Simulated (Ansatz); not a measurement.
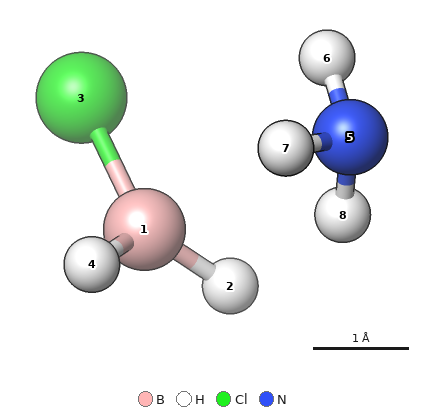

Fig. 1: The structure as given in the input (ball-and-stick view, seen at a tilt; atoms are numbered from 1 in the order of the input).

**Geometry relaxation of BNH₅Cl**

System: BNH₅Cl.
Method: RKS r2SCAN/6-31G* (Ansatz 0.2.0).

It belongs to a series of runs on one base structure; here: end point A relaxed. Figures and captions count atoms from 1; the log counts them from 0 in places.

**What the program printed**
```
The last accepted step is kept in [file] (removed where the run ends without a failure and the disk answers)
Engine: ansatz 0.2.0, x86_64-unknown-linux-gnu
Functional definition: r2SCAN
  parameter k0 = 0.174
  parameter k1 = 0.065
  parameter a1 = 4.9479
  exchange = r2scan_x(k0 = k0, k1 = k1, a1 = a1)
  correlation = r2scan_c
780 factors; their error is unknown
mean field evaluation 1: about -14762.5852 eV, gradient 5.1e1 eV
mean field evaluation 2: about -14731.2522 eV, gradient 1.1e2 eV
mean field evaluation 4: about -14767.7424 eV, gradient 7.0e0 eV
mean field evaluation 8: about -14767.8996 eV, gradient 9.4e-2 eV
mean field evaluation 16: about -14767.8619 eV, gradient 5.0e-5 eV
mean field -14767.86191350 eV, -542.7089153048 hartree, gradient 5.1e-5 eV, S^2 0.000000; 0 other end points of the search recorded, 0 dependent functions left out
the calculation of the forces begins
reference -14767.86191961 eV, -542.7089155293 hartree; 17, 17 occupied and 42, 42 virtual orbitals, 780 factors
relax step   1: F+E_penalty+E_count = -14767.86191350 eV  Δ(F+E_penalty+E_count) = +0.000e0 eV  max|allowed force component| = 9.109e-1 eV/Å  Δτ_max = 0.0000 Å  (26 SCF iters, accepted)
these checks for a lower state are left out or cut short: starts, cluster_reference, orbital_swaps, neighbouring_geometries, increment
780 factors; their error is unknown
mean field -14767.89637500 eV, -542.7101817417 hartree, gradient 1.5e-5 eV, S^2 0.000000; 0 other end points of the search recorded, 0 dependent functions left out
[... from here on the field's lines of each further geometry are left out, up to the last ...]
relax step   2: F+E_penalty+E_count = -14767.89637500 eV  Δ(F+E_penalty+E_count) = -3.446e-2 eV  max|allowed force component| = 8.849e-1 eV/Å  Δτ_max = 0.1949 Å  (28 SCF iters, accepted)
relax step   3: F+E_penalty+E_count = -14767.91812936 eV  Δ(F+E_penalty+E_count) = -2.175e-2 eV  max|allowed force component| = 9.744e-1 eV/Å  Δτ_max = 0.1935 Å  (27 SCF iters, accepted)
relax step   4: F+E_penalty+E_count = -14767.93638350 eV  Δ(F+E_penalty+E_count) = -1.825e-2 eV  max|allowed force component| = 8.931e-1 eV/Å  Δτ_max = 0.1112 Å  (29 SCF iters, accepted)
relax step   5: F+E_penalty+E_count = -14767.94695360 eV  Δ(F+E_penalty+E_count) = -1.057e-2 eV  max|allowed force component| = 6.722e-1 eV/Å  Δτ_max = 0.0292 Å  (30 SCF iters, accepted)
relax step   6: F+E_penalty+E_count = -14767.97482529 eV  Δ(F+E_penalty+E_count) = -2.787e-2 eV  max|allowed force component| = 2.041e-1 eV/Å  Δτ_max = 0.1668 Å  (28 SCF iters, accepted)
relax step   7: F+E_penalty+E_count = -14767.98367687 eV  Δ(F+E_penalty+E_count) = -8.852e-3 eV  max|allowed force component| = 1.946e-1 eV/Å  Δτ_max = 0.0221 Å  (31 SCF iters, accepted)
relax step   8: F+E_penalty+E_count = -14767.98913821 eV  Δ(F+E_penalty+E_count) = -5.461e-3 eV  max|allowed force component| = 2.168e-1 eV/Å  Δτ_max = 0.0191 Å  (30 SCF iters, accepted)
relax step   9: F+E_penalty+E_count = -14767.99718289 eV  Δ(F+E_penalty+E_count) = -8.045e-3 eV  max|allowed force component| = 2.773e-1 eV/Å  Δτ_max = 0.0160 Å  (30 SCF iters, accepted)
relax step  10: F+E_penalty+E_count = -14768.01135519 eV  Δ(F+E_penalty+E_count) = -1.417e-2 eV  max|allowed force component| = 1.844e0 eV/Å  Δτ_max = 0.1960 Å  (33 SCF iters, accepted)
relax step  11: F+E_penalty+E_count = -14768.37443103 eV  Δ(F+E_penalty+E_count) = -3.631e-1 eV  max|allowed force component| = 2.546e0 eV/Å  Δτ_max = 0.1952 Å  (33 SCF iters, accepted)
relax step  12: F+E_penalty+E_count = -14768.94770745 eV  Δ(F+E_penalty+E_count) = -5.733e-1 eV  max|allowed force component| = 1.983e0 eV/Å  Δτ_max = 0.1949 Å  (34 SCF iters, accepted)
relax step  13: F+E_penalty+E_count = -14769.14477748 eV  Δ(F+E_penalty+E_count) = -1.971e-1 eV  max|allowed force component| = 8.015e-1 eV/Å  Δτ_max = 0.1978 Å  (28 SCF iters, accepted)
relax step  14: F+E_penalty+E_count = -14769.21282530 eV  Δ(F+E_penalty+E_count) = -6.805e-2 eV  max|allowed force component| = 4.683e-1 eV/Å  Δτ_max = 0.1109 Å  (28 SCF iters, accepted)
relax step  15: F+E_penalty+E_count = -14769.21879746 eV  Δ(F+E_penalty+E_count) = -5.972e-3 eV  max|allowed force component| = 2.596e-1 eV/Å  Δτ_max = 0.0605 Å  (28 SCF iters, accepted)
relax step  16: F+E_penalty+E_count = -14769.22808907 eV  Δ(F+E_penalty+E_count) = -9.292e-3 eV  max|allowed force component| = 7.083e-2 eV/Å  Δτ_max = 0.0572 Å  (28 SCF iters, accepted)
the calculation of the forces begins
reference -14769.22863200 eV, -542.7591412834 hartree; 17, 17 occupied and 42, 42 virtual orbitals, 780 factors
relax step  17: F+E_penalty+E_count = -14769.22862582 eV  Δ(F+E_penalty+E_count) = -5.368e-4 eV  max|allowed force component| = 1.130e-2 eV/Å  Δτ_max = 0.0091 Å  (30 SCF iters, accepted)
```

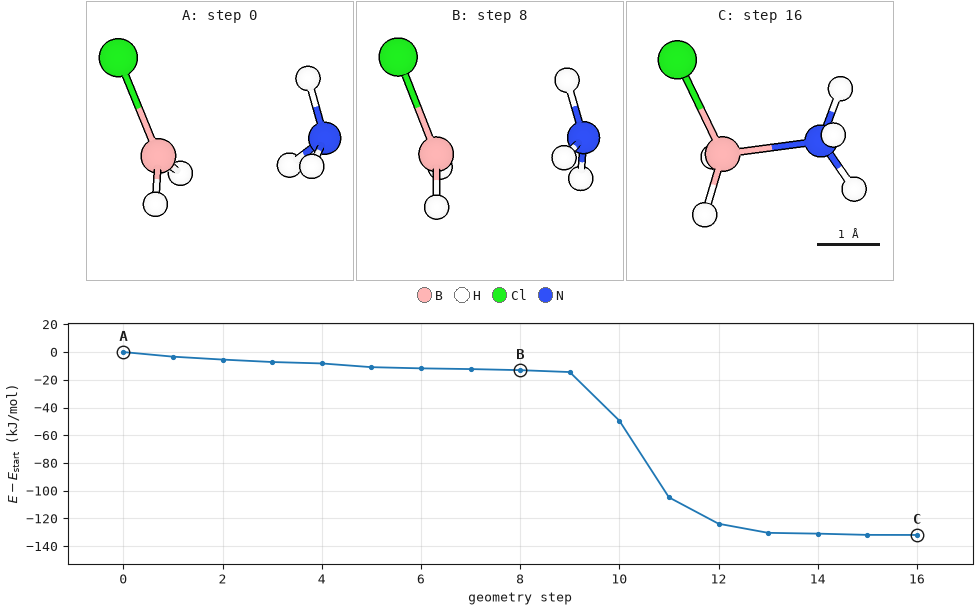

Fig. 2: Frames of the relaxation (ball-and-stick view, seen on its broad side) above the curves, on which the letters mark them (the first geometry is step 0 here and step 1 in the log).

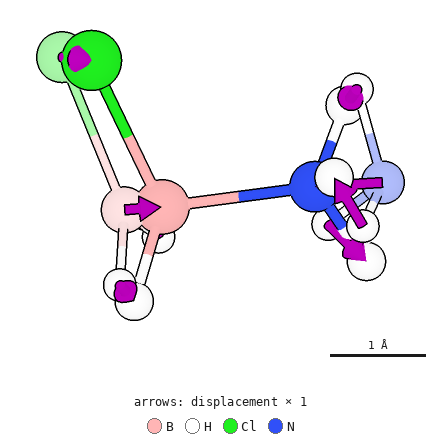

Fig. 3: Start (faint) and end (solid) with the displacements as pink arrows, at true length (ball-and-stick view, seen on its broad side). The two geometries are laid on each other by the best rigid fit. The largest move after the best rigid fit is that of N5, 0.72 Å. By element the largest moves are N 0.72 Å, H 0.69 Å, Cl 0.54 Å, B 0.40 Å. Among the contacts that change: B1–N5 2.743 → 1.641 Å, B1–Cl3 1.758 → 1.868 Å, N5–H8 1.037 → 1.022 Å, B1–H2 1.192 → 1.205 Å. New bonds form: B1–N5 (2.74 → 1.64 Å). Among the angles that change: H2–B1–H4 123.0° → 116.3°, H2–B1–Cl3 118.4° → 112.2°. After 16 geometry steps the energy has fallen by 131.9 kJ/mol. The largest force component goes from 0.91 to 0.011 eV/Å. (Atoms are counted from 1 in the order of the input.)

```
780 factors; their error is unknown
mean field -14769.22862582 eV, -542.7591410562 hartree, gradient 1.7e-5 eV, S^2 0.000000; 1 other end points of the search recorded, 0 dependent functions left out
the calculation of the forces begins
reference -14769.22863200 eV, -542.7591412834 hartree; 17, 17 occupied and 42, 42 virtual orbitals, 780 factors
Total energy: -14769.22863200 eV, -542.7591412834 hartree
Atom 0 at     0.077769     0.108970     0.210319 Å, force    -0.002899     0.007668     0.001026 eV/Å
Atom 1 at     0.257924    -0.657896     1.122616 Å, force     0.000173    -0.002489     0.003710 eV/Å
Atom 2 at     1.401138    -0.029344    -1.100802 Å, force     0.001993    -0.000326    -0.001471 eV/Å
Atom 3 at    -1.031302     0.127199    -0.261462 Å, force    -0.005220    -0.008172    -0.004196 eV/Å
Atom 4 at     0.324971     1.609746     0.826418 Å, force     0.003275     0.011300     0.001396 eV/Å
Atom 5 at     1.270356     1.687654     1.207310 Å, force    -0.004702    -0.001884    -0.001016 eV/Å
Atom 6 at     0.235265     2.313131     0.090177 Å, force     0.001931    -0.001195     0.003842 eV/Å
Atom 7 at    -0.344222     1.827637     1.567722 Å, force     0.005449    -0.004902    -0.003291 eV/Å
Dipole moment:    -0.177835     1.093555     0.782288 e Å
```

**Trajectory as extended XYZ (Å, eV, eV/Å), 13 of the 17 frames kept, from step=1 to step=17**
```
8
Properties=species:S:1:pos:R:3:forces:R:3 step=1 energy=-14767.86191
B     0.0575   -0.2176   -0.0245    0.0360   0.1901   0.0107
H    -0.0135   -0.5100    1.1284    0.0017  -0.3395  -0.0308
Cl    1.5749   -0.4995   -0.8672   -0.0264   0.0010   0.0360
H    -0.8836    0.1430   -0.6626    0.0007   0.0140  -0.0055
N     0.3588    2.2137    1.2096   -0.1855  -0.7971   0.1050
H     1.3042    2.0970    0.8465   -0.0984   0.0216   0.0071
H    -0.2583    2.4591    0.4380    0.0458  -0.0010   0.0221
H     0.0518    1.3014    1.5942    0.2260   0.9109  -0.1447
8
Properties=species:S:1:pos:R:3:forces:R:3 step=2 energy=-14767.89638
B     0.0764   -0.1871   -0.0122   -0.2420  -0.6105   0.3126
H    -0.0337   -0.6987    1.0838    0.0951   0.3631  -0.3091
Cl    1.5796   -0.4774   -0.8760    0.1134   0.1619   0.0080
H    -0.8687    0.1717   -0.6467    0.0471   0.2486   0.0537
N     0.3691    2.2616    1.1854   -0.1197  -0.8849  -0.0031
H     1.2971    2.0497    0.8130   -0.1703   0.0588   0.1154
H    -0.2601    2.4296    0.4006    0.0473  -0.0182   0.1214
H     0.0322    1.4377    1.7144    0.2291   0.6812  -0.2989
8
Properties=species:S:1:pos:R:3:forces:R:3 step=4 energy=-14767.93638
B     0.0751   -0.1529   -0.0120    0.0285  -0.1816   0.2380
H    -0.0191   -0.6311    1.0901    0.0364   0.0972  -0.2500
Cl    1.6027   -0.3904   -0.8756   -0.1012   0.0692   0.0683
H    -0.8628    0.2399   -0.6377    0.0268   0.0554   0.0044
N     0.3733    2.2188    1.1394   -0.1706  -0.8931   0.1311
H     1.2792    1.9016    0.7870   -0.1624   0.1514   0.1549
H    -0.2747    2.2811    0.3534    0.0640   0.0687   0.1758
H     0.0182    1.5200    1.8176    0.2786   0.6327  -0.5226
8
Properties=species:S:1:pos:R:3:forces:R:3 step=5 energy=-14767.94695
B     0.0704   -0.1505   -0.0075    0.0584  -0.0490   0.1892
H    -0.0190   -0.6232    1.0929    0.0220   0.0231  -0.1840
Cl    1.6029   -0.3619   -0.8693   -0.0921   0.0210   0.0455
H    -0.8675    0.2462   -0.6304    0.0108   0.0157  -0.0079
N     0.3756    2.2062    1.1293   -0.1328  -0.6722   0.0555
H     1.2815    1.8828    0.7909   -0.0822   0.1435   0.0946
H    -0.2699    2.2606    0.3431    0.0472   0.0935   0.1087
H     0.0179    1.5269    1.8133    0.1687   0.4244  -0.3016
8
Properties=species:S:1:pos:R:3:forces:R:3 step=6 energy=-14767.97482
B     0.0841   -0.1382    0.0359    0.0031   0.1615   0.0228
H     0.0685   -0.7117    1.0822    0.0037   0.0375   0.0523
Cl    1.5498   -0.2981   -0.9510   -0.0006   0.0217   0.0021
H    -0.8966    0.2803   -0.4990   -0.0464  -0.0850  -0.0518
N     0.3603    2.1444    1.0733    0.0705  -0.2041  -0.0296
H     1.3141    1.8403    0.9259   -0.0198   0.0361  -0.0052
H    -0.1632    2.2648    0.2171    0.0200   0.0205   0.0323
H    -0.1250    1.6053    1.7780   -0.0305   0.0117  -0.0229
8
Properties=species:S:1:pos:R:3:forces:R:3 step=8 energy=-14767.98914
B     0.0795   -0.1223    0.0482    0.0275   0.2168   0.0788
H     0.0823   -0.6953    1.0950    0.0013   0.0157   0.0478
Cl    1.5377   -0.2704   -0.9564    0.0186   0.0026  -0.0235
H    -0.9152    0.2648   -0.4829   -0.0673  -0.0710  -0.0592
N     0.3666    2.1121    1.0554    0.0166  -0.1833  -0.0538
H     1.3225    1.8148    0.9457    0.1304  -0.0016  -0.0107
H    -0.1317    2.2681    0.1948   -0.0354   0.0704  -0.0876
H    -0.1497    1.6153    1.7624   -0.0917  -0.0496   0.1081
8
Properties=species:S:1:pos:R:3:forces:R:3 step=9 energy=-14767.99718
B     0.0790   -0.1143    0.0536    0.0080   0.2347   0.0885
H     0.0852   -0.6885    1.1004   -0.0017   0.0195   0.0384
Cl    1.5338   -0.2704   -0.9580    0.0230   0.0092  -0.0229
H    -0.9201    0.2610   -0.4804   -0.0481  -0.0736  -0.0426
N     0.3673    2.0983    1.0473    0.0835  -0.2773  -0.0717
H     1.3279    1.8085    0.9487    0.0570   0.0361  -0.0058
H    -0.1267    2.2729    0.1885   -0.0309   0.0814  -0.0871
H    -0.1546    1.6196    1.7621   -0.0907  -0.0300   0.1031
8
Properties=species:S:1:pos:R:3:forces:R:3 step=10 energy=-14768.01136
B     0.0964   -0.0634    0.1181   -0.1208   0.7161   0.1091
H     0.1912   -0.7320    1.1085   -0.0289   0.1028   0.0060
Cl    1.4667   -0.1783   -1.0412   -0.0125  -0.0063  -0.0128
H    -0.9570    0.3077   -0.3245    0.0096  -0.4100  -0.0843
N     0.3482    1.9838    0.9691    0.8213  -1.6539  -0.1025
H     1.3662    1.7377    1.1019   -1.8443   0.7373  -0.2769
H    -0.0002    2.2654    0.0390    0.4915  -0.0847   1.1252
H    -0.3196    1.6662    1.6912    0.6842   0.5987  -0.7638
8
Properties=species:S:1:pos:R:3:forces:R:3 step=12 energy=-14768.94771
B     0.1032    0.0351    0.1695   -0.4045   1.3757   0.7368
H     0.2359   -0.6778    1.1218   -0.0793  -0.2819   0.0030
Cl    1.4085   -0.1103   -1.0810    0.4032  -0.1131  -0.4285
H    -0.9962    0.2606   -0.2789   -0.0870  -0.5821  -0.1224
N     0.3361    1.6191    0.8317    0.4314   0.6341   0.9673
H     1.3381    1.7860    1.2070   -1.9829  -0.1834  -0.8803
H     0.1172    2.2965    0.0499    0.5014  -0.6747   1.2434
H    -0.3509    1.7780    1.6423    1.2177  -0.1746  -1.5194
8
Properties=species:S:1:pos:R:3:forces:R:3 step=13 energy=-14769.14478
B     0.0770    0.1399    0.2138   -0.1137  -0.8015   0.0260
H     0.1790   -0.6857    1.0995    0.2473   0.2915   0.0133
Cl    1.4067   -0.0285   -1.0839    0.0871   0.0122  -0.0334
H    -1.0344    0.0668   -0.2908    0.2868   0.5868   0.1753
N     0.3638    1.6282    0.8420   -0.6781   0.0516   0.0448
H     1.3245    1.7559    1.2043   -0.5040  -0.1571  -0.3053
H     0.1913    2.2973    0.0779    0.2670  -0.0227   0.3976
H    -0.3159    1.8132    1.5995    0.4076   0.0392  -0.3183
8
Properties=species:S:1:pos:R:3:forces:R:3 step=14 energy=-14769.21283
B     0.0955    0.1279    0.2183   -0.4374  -0.4683  -0.1535
H     0.2419   -0.6581    1.1304    0.0296   0.1032  -0.1264
Cl    1.4168   -0.0406   -1.0950   -0.0293   0.0341   0.0624
H    -1.0246    0.1726   -0.2592    0.2252  -0.1242   0.0442
N     0.3269    1.5965    0.8237    0.0161   0.3992  -0.0568
H     1.2735    1.6966    1.1867    0.1450   0.0649   0.0774
H     0.2002    2.2956    0.0862    0.0730  -0.0146   0.0784
H    -0.3383    1.7967    1.5712   -0.0223   0.0057   0.0744
8
Properties=species:S:1:pos:R:3:forces:R:3 step=16 energy=-14769.22809
B     0.0787    0.1062    0.2084    0.0115   0.0588   0.0167
H     0.2580   -0.6613    1.1204   -0.0008   0.0081   0.0070
Cl    1.4011   -0.0378   -1.1041   -0.0183   0.0247   0.0289
H    -1.0307    0.1278   -0.2632    0.0021  -0.0045   0.0013
N     0.3256    1.6136    0.8292    0.0077  -0.0708  -0.0529
H     1.2712    1.6943    1.2096   -0.0197  -0.0081  -0.0031
H     0.2332    2.3155    0.0919    0.0023  -0.0011   0.0125
H    -0.3451    1.8288    1.5701    0.0151  -0.0070  -0.0103
8
Properties=species:S:1:pos:R:3:forces:R:3 step=17 energy=-14769.22863
B     0.0778    0.1090    0.2103   -0.0029   0.0077   0.0010
H     0.2579   -0.6579    1.1226    0.0002  -0.0025   0.0037
Cl    1.4011   -0.0293   -1.1008    0.0020  -0.0003  -0.0015
H    -1.0313    0.1272   -0.2615   -0.0052  -0.0082  -0.0042
N     0.3250    1.6097    0.8264    0.0033   0.0113   0.0014
H     1.2704    1.6877    1.2073   -0.0047  -0.0019  -0.0010
H     0.2353    2.3131    0.0902    0.0019  -0.0012   0.0038
H    -0.3442    1.8276    1.5677    0.0054  -0.0049  -0.0033
```

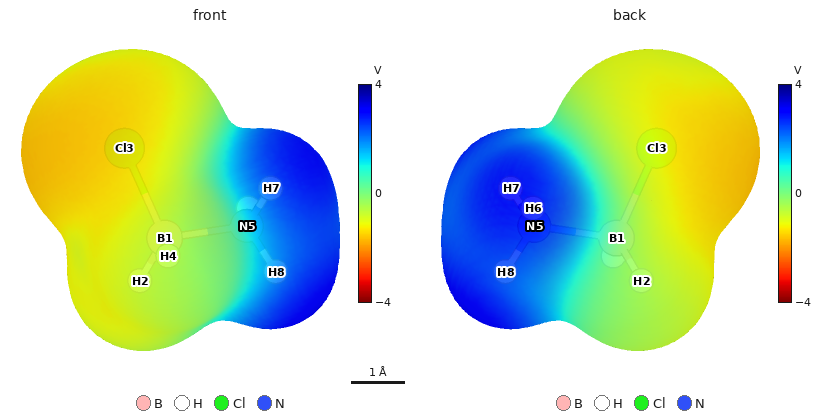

Fig. 4: The electrostatic potential painted on the density surface at 0.002 e/bohr³, seen at a tilt and from behind; red is negative and blue positive.

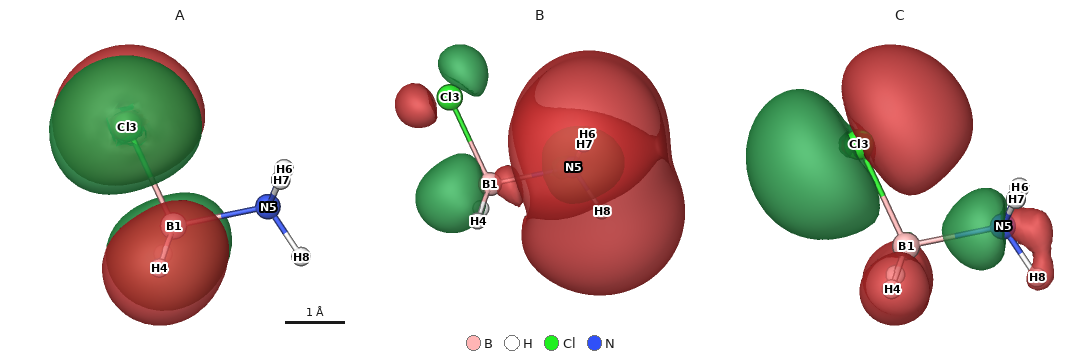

Fig. 5: Three frontier orbitals at ±0.08 Å⁻³ᐟ² (green and red are the two phases). C is the HOMO−1 (−6.61 eV). A is the HOMO (−6.00 eV). B is the LUMO (0.61 eV). It lies mainly on N5 (25 %), H8 (20 %), H6 (20 %), H7 (20 %) and B1 (10 %). The HOMO–LUMO gap is 6.61 eV between the orbital energies.

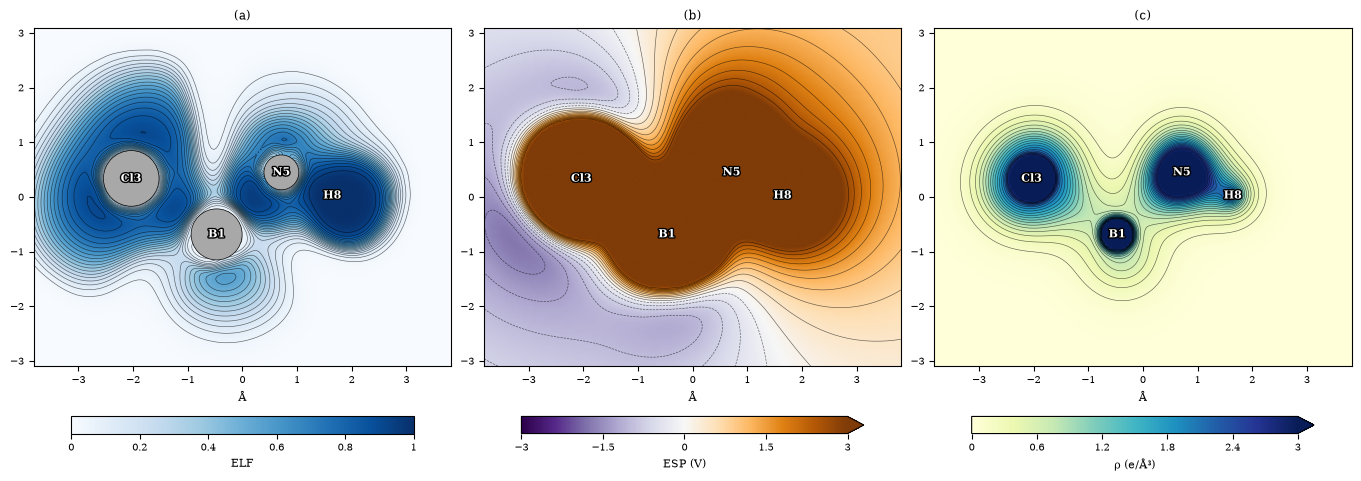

Fig. 6: (a) ELF; (b) electrostatic potential; (c) total electron density on the plane of atoms B1, N5 and H8. Grey discs, where drawn, cover atomic cores. The section cuts through B, Cl, N and H sites. B–Cl (1.87 Å): ρ at the midpoint is about 1.1 e/Å³, with its minimum of 0.76 e/Å³ about 0.6 Å from B; the ELF peaks at about 0.90 between the atoms, which marks a shared but strongly polarised pair.

The run was set up as follows.

**Input**
```yaml
crystal:
  periodic: [false, false, false]
  atoms:
    - { symbol: B, position_ang: [0.057526, -0.217628, -0.024533] }
    - { symbol: H, position_ang: [-0.013452, -0.509991, 1.128388] }
    - { symbol: Cl, position_ang: [1.574924, -0.499481, -0.867154] }
    - { symbol: H, position_ang: [-0.883567, 0.142974, -0.662621] }
    - { symbol: "N", position_ang: [0.358771, 2.2137, 1.209558] }
    - { symbol: H, position_ang: [1.304227, 2.097027, 0.846546] }
    - { symbol: H, position_ang: [-0.258307, 2.459136, 0.437951] }
    - { symbol: H, position_ang: [0.051778, 1.301362, 1.594164] }
basis:
  gaussian: { orbitals: "6-31G*" }
hamiltonian:
  xc: r2scan
relax:
  f_tol: 0.03
  max_steps: 50
output:
  orbitals: {}
```

Run as:
```bash
ansatz run input.yaml --threads 1 --pin off --max-ram 2048MiB --backend cpu --events-out ev --progress --plain --runs-dir out
```

**Summary**

- outcome: converged
- total energy: −14769.2286 eV
- mean-field energy: −14769.2286 eV
- largest force (length of the vector) at the end: 0.012 eV/Å
- hardware: 1 thread of Intel Xeon (Sapphire Rapids), 64 GiB of memory available, shared host
- wall time: 33 s
- peak memory: 0.16 GiB
